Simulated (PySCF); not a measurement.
# AlO (charge −1): what the fields show

```xyz
2

Al    0.0000    0.0000   -0.6104
O     0.0000    0.0000    1.0296
```

Method: PySCF 2.14.0, PBE0/def2-TZVPPD, non-relativistic Hamiltonian with scalar-relativistic core potentials where named, at a bond length of 1.640 Å.

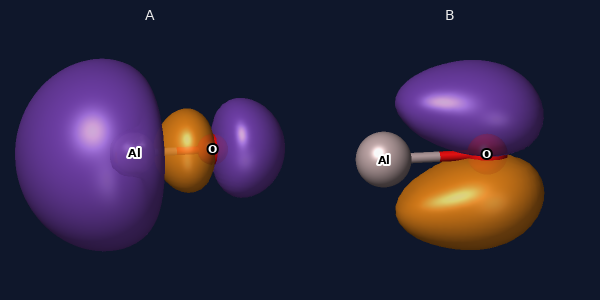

Figure 1. Two frontier orbitals, each drawn at the value that holds 80 % of its norm (orange and purple are the two phases), in no order; of a degenerate pair one member is drawn.

Name the orbitals and rank them from lowest to highest energy.

Answer. Orbital B: π, occupied, −1.50 eV; mainly on O (80 %).
Orbital A: σ, occupied, −0.61 eV; mainly on Al (70 %).

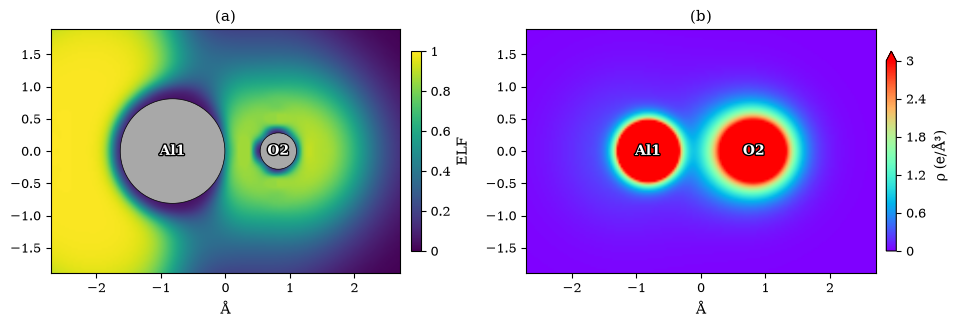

Figure 2. (a) electron localisation function; (b) total electron density on a plane that holds the molecular axis. Grey discs cover the atomic cores in the ELF map.

Interpret the plot.

Answer. The section cuts through Al and O sites.
Al–O (1.64 Å): ρ is about 1.1 e/Å³ halfway; the ELF peaks at about 0.85 in the valence shell of O, 0.6 Å from its nucleus, and is about 0.45 at the midpoint.
The ELF also peaks beside O2, away from the bonds: lone-pair regions.

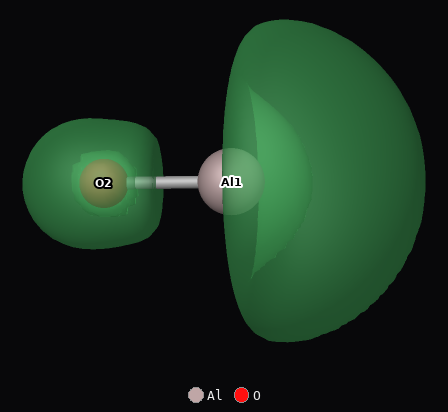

Figure 3. Isosurface of the ELF at 0.75 (green), seen from one side. Only the valence region is drawn (cores and ρ < 0.01 e/Å³ removed).

What do the ELF domains correspond to?

Answer. At this value the surface marks out one lobe on Al, pointing away from the bonds (lone pairs) and one region wrapped around O (its valence shell).
